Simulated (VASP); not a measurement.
```yaml
crystal:
  lattice:
    - [3.27563, 0.00000, 0.00000]
    - [0.00000, 3.27563, 0.00000]
    - [0.00000, 0.00000, 3.27563]
  atoms:
    - { symbol: Rh, position: [0.00000, 0.00000, 0.00000] }
    - { symbol: Sb, position: [0.50000, 0.50000, 0.50000] }
```

The numbers are results of r2SCAN meta-GGA, VASP's PBE PAW potentials (set 64) (plane waves; VASP), not measurements. Run with 400 eV cut-off, 12×12×12 Γ-centred mesh, tetrahedra with Blöchl corrections, potentials Rh_pv Sb.

Unless said otherwise, spin-orbit coupling is left out, though it shifts the bands of the heavy elements here.

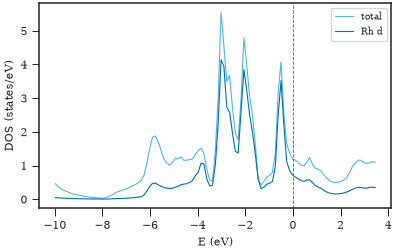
Figure. Total and projected density of states, zero at the Fermi level

Within 2 eV below the Fermi level the largest weight inside VASP's projection spheres is Rh d.

It has no gap at this level: it comes out as a metal or semimetal.

The structure was generated: RhSb was put into the CsCl type type (Pm-3m), which need not be its known phase. It was relaxed first, which changed the volume by -28 %.
